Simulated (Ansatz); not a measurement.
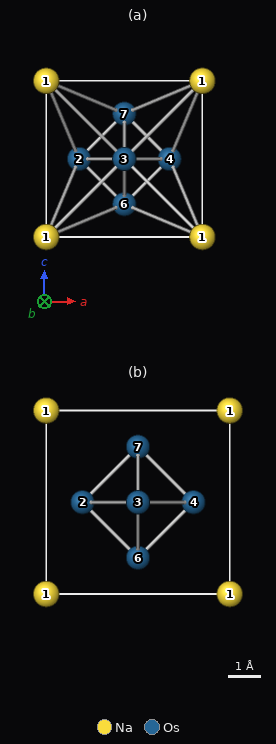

The structure of solid NaOs$_{6}$ (a generated structure, set up in Pm-3m) (coarse preliminary run) before (top) and after (bottom) a relaxation, at one scale.

The picture is a ball-and-stick view of the cell of the calculation, seen along the b axis.

Computed with DFT PBE, scalar-relativistic, plane waves, PAW (Ansatz 0.2.0).

The input:
```yaml
crystal:
  lattice:
    - [5.0102504, 0.0, 0.0]
    - [0.0, 5.0102504, 0.0]
    - [0.0, 0.0, 5.0102504]
  atoms:
    - { symbol: Na, position: [0.0, 0.0, 0.0] }
    - { symbol: Os, position: [0.20999999, 0.5, 0.5] }
    - { symbol: Os, position: [0.5, 0.20999999, 0.5] }
    - { symbol: Os, position: [0.79000001, 0.5, 0.5] }
    - { symbol: Os, position: [0.5, 0.79000001, 0.5] }
    - { symbol: Os, position: [0.5, 0.5, 0.20999999] }
    - { symbol: Os, position: [0.5, 0.5, 0.79000001] }
basis:
  ecutwfc: 420
kpoints:
  mp_grid: { grid: [4, 4, 4] }
hamiltonian:
  xc: pbe
scf:
  occupations: { method: gaussian, width: 0.1 }
  lower_state_search: "off"
output:
  forces: true
  stress: true
  eigenvalues: true
relax:
  adjacent_minimum: "off"
  f_tol: 0.04
  max_steps: 70
  cell: { stress_tol: 0.4 }
```

Launched with:
```bash
ansatz run input.yaml --threads 1 --pin off --max-ram 2048MiB --backend cpu --events-out ev --progress --plain --runs-dir out
```

What changed between the two?

Answer. The largest moves relative to the cell, 0.073 Å, are those of Os2, Os3, Os4, Os5, Os6 and Os7. Os2 goes along −a. Na stays in place. Cell: a = b = c 5.010 → 5.887 Å (+17.5 %). Volume +62.2 %. Some distances before and after: Na1–Os2 3.696 → 4.322 Å, Os2–Os3 2.055 → 2.518 Å, Os2–Os4 2.104 → 2.326 Å. The space group stays Pm-3m (No. 221). After 9 accepted moves (11 points after the start) the energy has fallen by 35.029 eV per cell of the calculation. Largest force component: 33 eV/Å at the start, 0.00087 eV/Å at the end. The pressure goes from 197.93 to −0.08 GPa. The SCF was repeated twice at an unchanged geometry on a basis and grid sized afresh for the cell, which shifted the energy by 0.479 eV per cell of the calculation at most. The run took 64 s on 1 thread of Arm Neoverse V2, with other jobs on the host, peak memory 0.45 GiB.
